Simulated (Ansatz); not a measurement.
Consider KVF3 (cubic perovskite) (Pm-3m).

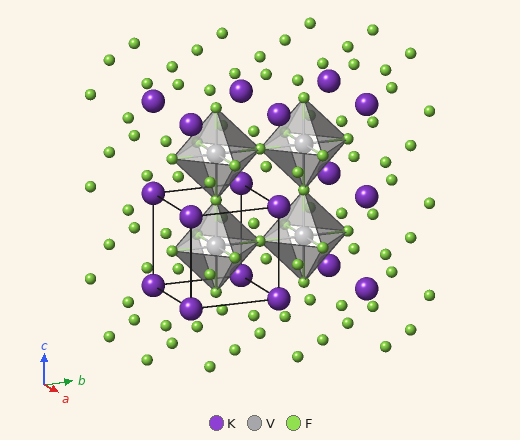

The structure (potassium purple, vanadium grey, fluorine green). 1×2×2 cells are drawn. Some periodic images of atoms are drawn too.

The structure was built from a prototype and need not be the compound's stable phase.

```
K V F
1.0
     0.00000   -3.95649    0.00000
     0.00000    0.00000    3.95649
    -3.95649    0.00000    0.00000
K V F
1 1 3
Direct
  0.00000 0.00000 0.00000
  0.50000 0.50000 0.50000
  0.50000 0.50000 0.00000
  0.50000 0.00000 0.50000
  0.00000 0.50000 0.50000
```

The structure was relaxed with LDA. The structure type comes from a generator and need not be one that this composition takes. The structure was generated from a model, not taken from a measurement. The runs that relaxed it are not among those shown. The program's search for lower electronic states was switched off, so nothing shows that the state found is the lowest. PAW set soft_2, made with PBE.

A constrained-RPA run (Ansatz 0.2.0; non-magnetic LDA; V t2g, bands v2 to c1, 4×4×4 mesh, medium accuracy) builds 3 functions on bands 1.6 eV wide, with 3.0 electrons in the window. The bare on-site interaction is 17.4 eV and the bare J 0.63 eV.

Question: What U and J survive the screening?

On the V t2g shell, U = 6.54 eV (38 % of the bare value), U′ = 5.55 eV, J = 0.47 eV.

The parent state is non-magnetic and the interaction static (zero frequency); U depends on the window and the orbitals, so it belongs to this model alone.

[Paths, hosts, dates, memory and timing lines, banners, echoed tables and standing remarks are left out of the program output.]

[Logs are printed without paths, hosts, clocks, repeated set-up lines and the standing remarks that a program may print on its own settings, such as how far it seeks lower states.]

[Runs of the session that timed out or met a known fault of the program may be left out.]

[Hosts, paths, dates, database ids (printed as entryN), source tags and the programs' standing remarks are cut or masked in the printed files.]
